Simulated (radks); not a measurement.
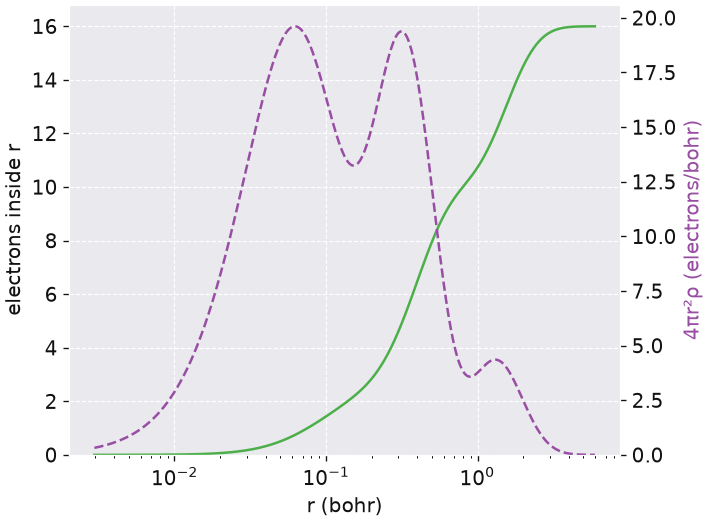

System: the Cl⁺ ion, configuration [Ne] 3s2 3p4 (high spin). The calculation used the in-house radial solver radks at this level: non-relativistic Kohn-Sham, r2SCAN, spin-polarised, spherical densities, point nucleus.

The plot shows the number of electrons inside radius r (solid) and the radial density 4πr²ρ (dashed).

> What does the plot show?

The count levels off at 16 electrons. Half of them lie within 0.504 bohr, 90 % within 1.96 bohr and 99 % within 3.18 bohr. The radial density has minima at 0.152 and 0.895 bohr, where the count stands at 2.2 and 10.3; these part the shells that the density resolves.
